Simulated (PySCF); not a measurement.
## Electronic structure of C$_{3}$H$_{5}$FGeO$_{2}$ in real space

Input

```
{"job": {"kind": "uv", "xc": "PBE0", "basis": "def2-SVPD", "nstates": 8, "ntriplets": 3}, "charge": 0, "multiplicity": 1}
C      2.155655     0.397837     0.178338
O      1.290388    -0.709476    -0.013714
C     -0.004116    -0.446502    -0.021978
C     -1.056568    -1.273986    -0.178267
F     -1.079951    -2.611623    -0.370781
Ge    -2.253168     0.228614    -0.005034
O     -0.459626     0.823790     0.144180
H      3.163858    -0.009632     0.153903
H      1.963035     0.876494     1.141275
H      2.023417     1.133811    -0.618053
H     -2.827279     0.972107    -1.186783
H     -2.914447     0.617880     1.295016
```

Run with:

```sh
OMP_NUM_THREADS=1 python probes_run.py task.json out
```

Geometry: GFN2-xTB.

Level of theory: PBE0/def2-SVPD, SCF density, gas phase (PySCF 2.14.0).

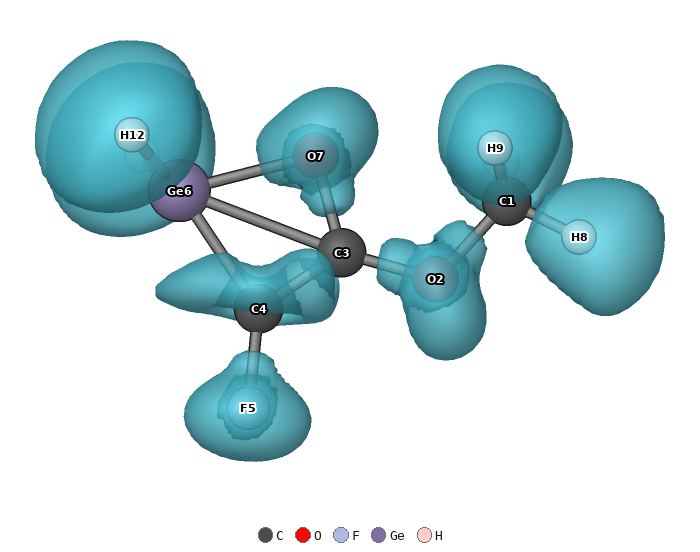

Figure 1. Isosurface of the ELF at 0.75 (cyan), seen across its widest extent. Core shells and regions of very low density are left out.

Question: Describe the localisation domains.

Answer: The ELF exceeds this value in five regions around hydrogen nuclei, one region on C in which the atom's valence shell and bonds are merged, one region on F in which the atom's valence shell and bonds are merged and two regions on O in which the atom's valence shell and bonds are merged. Profiles from the grid: C–O (1.32 Å): the ELF peaks at about 0.90 between the atoms: a shared but strongly polarised pair. C–C (1.35 Å): the ELF peaks at about 0.90 between the atoms: a covalent bond.

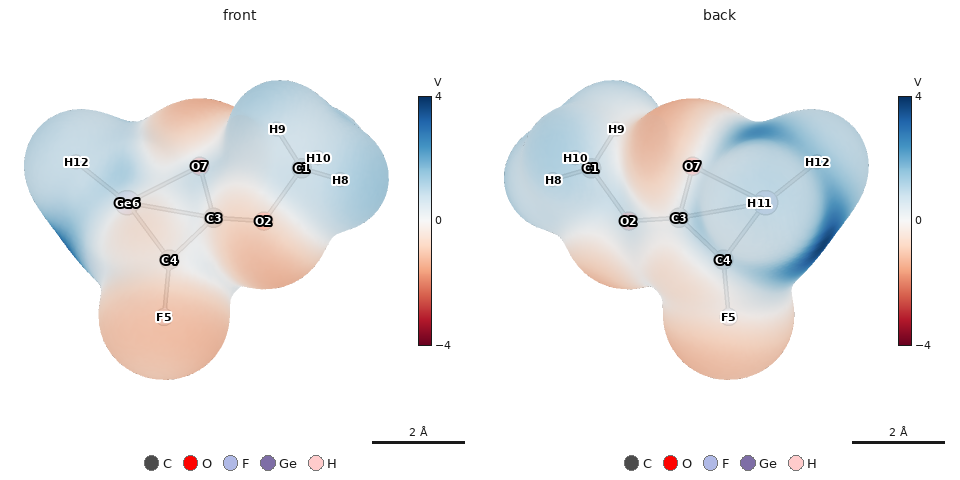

Figure 2. The electrostatic potential painted on the density surface at 0.004 e/bohr³, seen from the front and from behind; the colour scale runs from red (negative) to blue (positive).

Question: Where is the surface potential most negative and most positive?

Answer: The most negative region (about −1.3 V) lies over O2 and O7, the most positive (about +3.6 V) over Ge6.

Question: How polar is the molecule by this calculation?

Answer: Its dipole moment is 2.30 D.

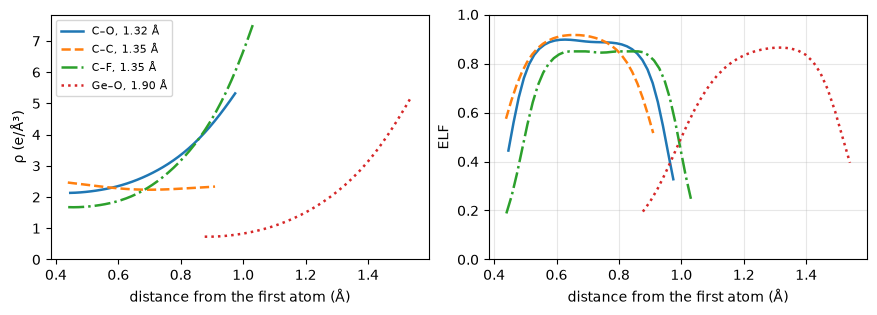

Figure 3. Electron density and electron localisation function along straight lines between neighbouring atoms. The curves leave out the atomic cores.

Question: Compare the contacts.

Answer: C–O (1.32 Å): ρ is about 2.6 e/Å³ halfway; the ELF peaks at about 0.90 between the atoms: a shared but strongly polarised pair.
C–C (1.35 Å): ρ is about 2.2 e/Å³ halfway; the ELF peaks at about 0.90 between the atoms: localised, covalent bonding.
C–F (1.35 Å): ρ at the midpoint is about 2.2 e/Å³, with its minimum of 1.7 e/Å³ about 0.5 Å from C; the ELF peaks at about 0.85 between the atoms (a polar covalent bond).
Ge–O (1.90 Å): the density is about 0.76 e/Å³ at the midpoint; the ELF peaks at about 0.85 in the valence shell of O, 0.6 Å from its nucleus, and is about 0.35 at the midpoint.
